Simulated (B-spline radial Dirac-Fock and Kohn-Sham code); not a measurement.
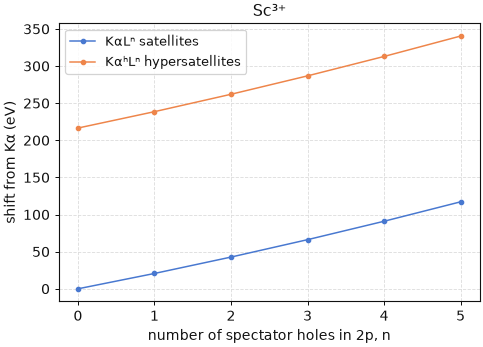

Shifts of Kα satellites and hypersatellites with the number of spectator holes in 2p, counted from the Kα line without spectators. Species: the ion Sc³⁺. Level of theory: Dirac–Fock ΔSCF (average of configuration, Fermi nucleus, Breit and QED terms, no correlation); calculated with a B-spline radial code.

What does the first 2p spectator hole do to the line, and why?

It shifts it up by 20.7 eV: the missing electron screens the nucleus less, and the 1s binding energy rises more than the 2p one.

How far above Kα is the hypersatellite?

217 eV as an average over the ¹P and ³P final terms; Kα itself is at 4.0874 keV.

What is the shift of the ordinary satellite (one 1s hole) with 5 spectator holes?

117 eV.
